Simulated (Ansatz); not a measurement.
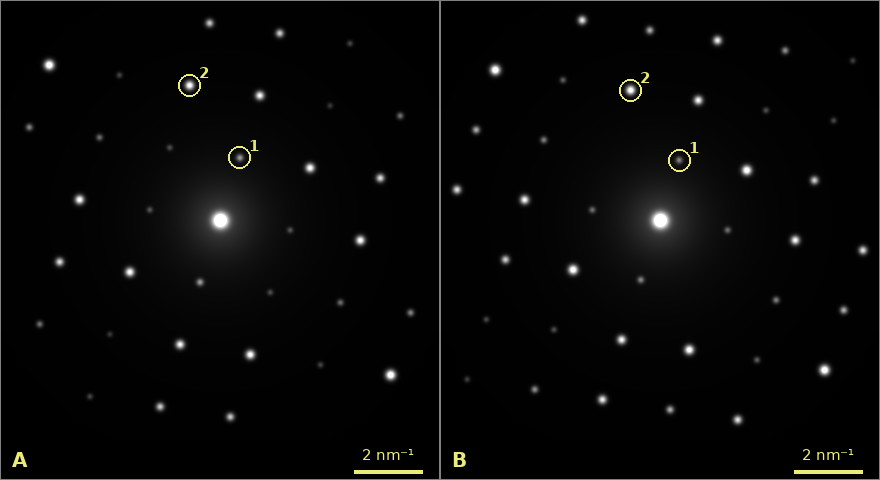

Kinematic electron diffraction patterns (120 kV, B = 0.5 Å², same scale) along [110] of the run's own cell, for the start and the end of one relaxation of Ta3Cd2O8 with Ansatz, DFT, PAW plane waves, pbe. k mesh 4×4×4. The start is a generated model structure, and the relaxation ends in the nearest stationary point of its symmetry, not necessarily the ground state. Spot 1 is -1 1 0 and spot 2 is -2 2 1 in both.

Start structure:

```
Ta O Cd
1.0
     0.00000    5.97841    0.00000
     5.56153   -2.98921    0.00000
     1.69548    0.00000   -4.78522
Ta O Cd
3 8 2
Direct
  0.26100 0.00000 0.00000
  0.73900 0.00000 0.00000
  0.00000 0.00000 0.50000
  0.08200 0.16400 0.10100
  0.91800 0.83600 0.89900
  0.32400 0.18200 0.61000
  0.14200 0.81800 0.39000
  0.67600 0.81800 0.39000
  0.85800 0.18200 0.61000
  0.60100 0.20200 0.06600
  0.39900 0.79800 0.93400
  0.72020 0.44040 0.34300
  0.27980 0.55960 0.65700
```

Question: Which pattern belongs to the start structure, and which to the relaxed one?

Answer: A is the start: its cell gives d(1) = 5.193 Å, d(2) = 2.459 Å and an angle of 30.5°. B is the relaxed structure, with d(1) = 5.400 Å (+4.0 %), d(2) = 2.550 Å (+3.7 %) and 30.5°.

Question: What did the relaxation do to the structure and the energy?

Answer: The volume changed by +16.0 % to 14.20 Å³ an atom; with the mean shift removed, the atoms moved by up to 0.16 Å relative to the cell (O most); the space group stayed C2/m (No. 12); the free energy fell by 370 meV an atom. Relaxed cell: a = 6.128 Å, b = 6.801 Å, c = 5.276 Å, α = 72.30°, β = 90.00°, γ = 116.78°.
